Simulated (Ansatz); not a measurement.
# VSi2N4 monolayer in a perpendicular field, part 3 of 3

What dipole does a perpendicular field induce in the VSi2N4 monolayer, and does the gap follow? A positive field points along +c.

Ansatz 0.2.0; plane-wave DFT, PBE-D3(BJ), Ansatz PAW.

So far, gap along the path (eV): step 3 (atoms held, field 0) 0.150; step 4 (field 0.1 V/Å) 0.150.

## 5. Single point, field -0.1 V/Å

File input.yaml:

```yaml
crystal:
  lattice:
    - [2.8662242255, 0.0, 0.0]
    - [-1.4331121128, 2.4822229922, 0.0]
    - [0.0, 0.0, 24.8989233898]
  atoms:
    - { symbol: "N", position: [0.0, 0.0, 0.3614614118] }
    - { symbol: Si, position: [0.3333333333, 0.6666666667, 0.3830028658] }
    - { symbol: "N", position: [0.3333333333, 0.6666666667, 0.4533164002], spin: -0.04 }
    - { symbol: V, position: [0.0, 0.0, 0.5], spin: 0.72 }
    - { symbol: "N", position: [0.3333333333, 0.6666666667, 0.5466835998], spin: -0.04 }
    - { symbol: Si, position: [0.3333333333, 0.6666666667, 0.6169971342] }
    - { symbol: "N", position: [0.0, 0.0, 0.6385385882] }
magnetization:
  spin_polarized: true
kpoints:
  mp_grid: { grid: [18, 18, 1] }
  band_path:
    path: [[0, 0, 0], [0.5, 0, 0], [0.33333333, 0.33333333, 0], [0, 0, 0]]
    npoints: 16
hamiltonian:
  xc: pbe
  dispersion: d3bj
scf:
  occupations: { method: fermi_dirac, width: 0.02585 }
  convergence: { dr2_threshold: 1.0e-10 }
efield:
  axis: 3
  dipole_correction: true
  ramp_position: 0.97
  ramp_width: 0.06
  amplitude: -0.1
output:
  write_potential: true
  write_density: true
  volumetric_format: npy
```

On the command line:

```
$ ansatz run input.yaml --threads 2 --pin off --max-ram 3072MiB --backend cpu --events-out ev --progress --plain --runs-dir out
```

Numbers of over 12 decimals in the logs are rounded to 6 here.

The log of the run:

```text
[...]
Crystal: 7 atoms, lattice volume = 177.146 Å³
Basis set: ecut = 420 eV, 3479 PW (Γ)
Bands: 28, of which v1, the nominal top of the filled ones, is band 21 counted from 1 (20 counted from 0)
Symmetry: 6 space group operations
k-points: 37 of 324 (time reversal used)
[...]
Starting moments: Σ|m| = 0.8 μB on 3 of 7 sites
[...]
k-point 1 ↑: bands = [... 17 lower, -1.1476, -1.0289, -0.8322, 0.9054, 3.4109, 3.4520, 3.5036, 3.5264, ... 3 higher]
  k-point 2 ↑: bands = [... 17 lower, -1.3428, -1.1897, -0.7799, 0.7861, 3.2898, 3.3404, 3.4077, 3.6956, ... 3 higher]
  k-point 36 ↓: bands = [... 17 lower, -2.7547, -1.0920, -0.4756, 1.4020, 3.0468, 3.9369, 4.2685, 4.8689, ... 3 higher]
[key lines of the parts left out:]
SCF converged after 16 iterations
Magnetization: 0.9959 μB (20.9979 up, 20.0021 down)
Free energy (F): -5728.250689 eV
Fermi energy:    0.970811 eV
Dipole field:    D = -0.031435 V/Å  (p = -0.030774 e·Å, saw-weighted, corrected)
```

Run time: 29 s. Hardware: 2 threads of Intel Xeon Platinum 8488C (Sapphire Rapids), shared host; peak memory 0.76 GiB.

The dipole is -0.0308 e·Å, and the gap 0.150 eV.

## 6. Response, atoms held

This step: plane-wave DFT, PBE-D3(BJ), Ansatz PAW; response to a field along the normal, atoms held (Ansatz 0.2.0).

The dipoles give the slope, and the difference of two potentials shows where the field is screened.

This step gave:

```yaml
equivalent_conductor_thickness_p_eps_0ae: 7.827 Å
distance_between_the_outer_atoms: 6.899 Å
```

The dipole of the cell by applied field:

```
applied field (V/Å)  dipole of the cell (e·Å)
            -0.1000                   -0.0308
             0.0000                   -1.5e-6
             0.1000                    0.0308
```

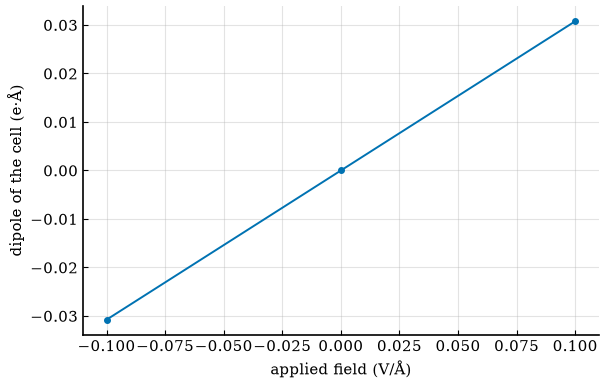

Dipole of the cell against applied field.

The total moment stays at 0.996 μB for applied field from -0.1 to 0.1 V/Å.

Local field over the applied field, running mean. From the potentials at -0.1 and 0.1 V/Å; running mean over 2.5 Å. Local field over applied field against z:

```
z (Å)  local field over applied field
    5                           0.999
    6                           0.983
    7                           0.869
    8                           0.561
    9                           0.277
   10                           0.166
   11                           0.128
   12                          0.0614
   13                          0.0672
   14                           0.132
   15                           0.170
   16                           0.298
   17                           0.596
   18                           0.891
   19                           0.987
   20                           0.999
```

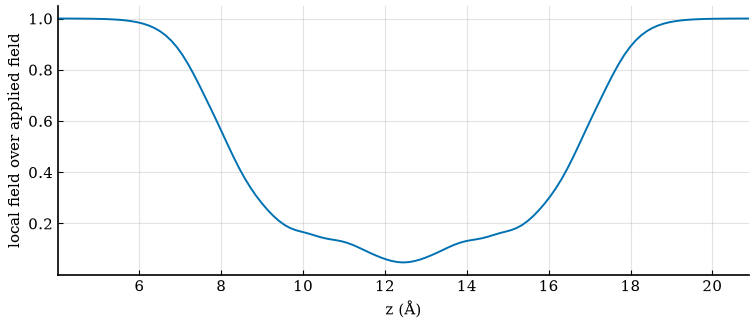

Local field over applied field, plotted against z.

The induced electron density oscillates, so the rows of the table below give means over windows of 1 Å about each position, cut where the curve ends. Its maxima inside the range that stand out by 2 % of the span (Å: e/Å³ per V/Å): 8.2: 0.00391, 9.1: 0.00121, 10.5: 0.00138, 11.3: 0.00154, 13.0: 7.5e-4, 14.0: -4.1e-4, 15.2: 0.00197, 16.0: -4.4e-4. Its minima: 8.9: 4.4e-4, 9.7: -0.00197, 10.9: 4.1e-4, 11.9: -7.5e-4, 13.6: -0.00154, 14.4: -0.00138, 15.8: -0.00121, 16.7: -0.00391.

Electrons, planar mean, per unit field. Induced electron density against z; means over each step:

```
z (Å)  induced electron density (e/Å³ per V/Å)
    5                                   7.0e-6
    6                                   8.5e-5
    7                                   7.9e-4
    8                                  0.00314
    9                                   9.1e-4
   10                                  -5.3e-4
   11                                   9.7e-4
   12                                  -2.6e-4
   13                                   1.4e-4
   14                                  -9.8e-4
   15                                   7.3e-4
   16                                 -0.00129
   17                                 -0.00299
   18                                  -6.4e-4
   19                                  -6.8e-5
   20                                  -5.3e-6
```

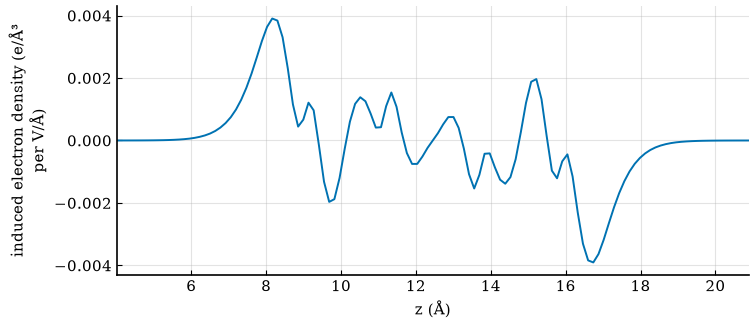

Induced electron density, plotted against z.

By hand: between -0.1 and 0.1 V/Å the dipole changes by 0.06155 e·Å, a slope of 0.3077 e·Å²/V. A perfect conductor of thickness t has p = ε₀AEt, so t = 180.95 × 0.3077 / 7.115 = 7.83 Å (e/ε₀ = 180.95 V·Å, A in Å²).

The induced dipole is that of a conductor 7.83 Å thick.

## 7. What came out

```
gap without field                          : 0.150 eV
ionisation energy, upper face              : 5.51 eV
electron affinity, upper face              : 5.36 eV
equivalent conductor thickness, atoms held : 7.83 Å
```

**Reading.** The induced dipole equals that of a perfect conductor 7.83 Å thick, while the outer atoms lie 6.90 Å apart; an out-of-plane ε follows only once a thickness t is chosen, by 1 − 1/ε = 7.83 Å / t. The gap stays within 0.01 eV of 0.15 eV over the fields run, up to 0.1 V/Å in size. Semilocal functionals give gaps that are too small, and excitons are not included. The magnetic order is the one reached from the typed start; other orders were not compared. The outer anions sit over the metal atoms, one of several polytypes of such layers and not the lowest for every compound.

[Logs are printed without paths, hosts, clocks, repeated set-up lines and the standing remarks that a program may print on its own settings, such as how far it seeks lower states.]

[Hosts, paths, dates, database ids (printed as entryN), source tags and the programs' standing remarks are cut or masked in the printed files.]

[Maps of the electrostatic potential energy from Ansatz leave out the sawtooth potential of an applied field or a dipole correction, so their vacuum need not be flat; planar profiles and work functions include it.]
